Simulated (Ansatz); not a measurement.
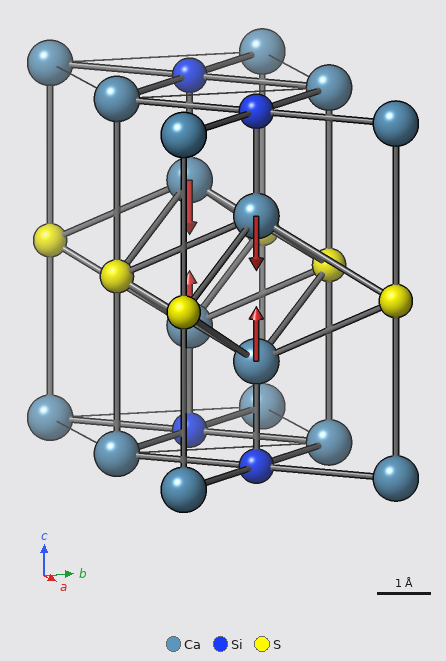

A relaxation of crystalline Ca$_{3}$SiS (a generated structure, set up in P4/mmm) (coarse preliminary run). The starting structure is drawn; red arrows show the displacements (the part carried along by the change of the cell is left out), 5 times their true length.

A ball-and-stick model of the cell of the calculation, repeated 2 × 1 × 1 with one cell outlined, seen slightly off an axis.

Level of theory: DFT PBE, scalar-relativistic, plane waves, PAW in Ansatz 0.2.0. Set-up: plane-wave cutoff 420 eV; k-point mesh 4 × 4 × 4; occupations gaussian; smearing width 0.1 eV; no spin polarisation; cell and atoms relaxed; force threshold 0.04 eV/Å; at most 70 steps.

> Which element moves most?

Calcium: up to 0.21 Å, against 0.00 Å for sulfur.

> What did the optimiser do to the structure, and how much energy did it gain?

The largest moves relative to the cell, 0.21 Å, are those of Ca atoms. S and Si stay in place. The drawn cell changes as follows: a = b 4.202 → 3.991 Å (−5.0 %), c 6.802 → 8.765 Å (+28.9 %); the volume changes by +16.2 %. Among the contacts that change: Ca–S 3.401 → 4.383 Å, Ca–Si 2.009 → 2.802 Å, Ca–Ca 2.785 → 3.162 Å, Ca–Si 2.971 → 2.822 Å. Bond angles that change, for instance: S–Ca–S 129.8° → 121.5°, Si–Ca–S 115.1° → 119.3°, S–Ca–S 79.6° → 76.2°. The space group stays P4/mmm (No. 123). After 9 accepted moves (11 points after the start) the energy has fallen by 1299 meV per atom. The largest force component goes from 11 to 0.0034 eV/Å. Pressure: 19.29 GPa at the start and 0.13 GPa at the end. The SCF was repeated twice at an unchanged geometry on a basis and grid sized afresh for the cell, which shifted the energy by 8.1 meV per atom at most. The run took 32 s on 1 thread of Intel(R) Xeon(R) Platinum 8375C CPU @ 2.90GHz (Ice Lake), with other jobs on the host, peak memory 0.46 GiB.

Limits of the set-up: the k-point mesh is coarse for a cell with partly filled bands.
